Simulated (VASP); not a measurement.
Data:

```xyz
2
Lattice="0.0000 3.5076 3.5076 3.5076 0.0000 3.5076 3.5076 3.5076 0.0000" Properties=species:S:1:pos:R:3 pbc="T T T"
K      0.0000     0.0000     0.0000
I      3.5076     3.5076     3.5076
```

Computed with PBEsol GGA, VASP's PBE PAW potentials (set 64) (plane waves; VASP 6.6.1). Run with 400 eV cut-off, 7×7×7 Γ-centred mesh, tetrahedra with Blöchl corrections, potentials K_sv I.

Unless said otherwise, spin-orbit coupling is left out, though it shifts the bands of the heavy elements here.

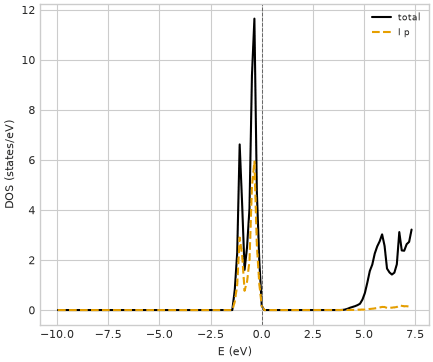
Total and projected density of states, zero at the valence-band maximum

Within 2 eV below the valence-band maximum the largest weight inside VASP's projection spheres is I p.

The gap is direct, 3.86 eV, from the valence maximum at Γ to the conduction minimum at Γ.

The structure was generated: KI was put into the rock salt type (Fm-3m), which need not be its known phase. It was relaxed first, which changed the volume by -14 %.
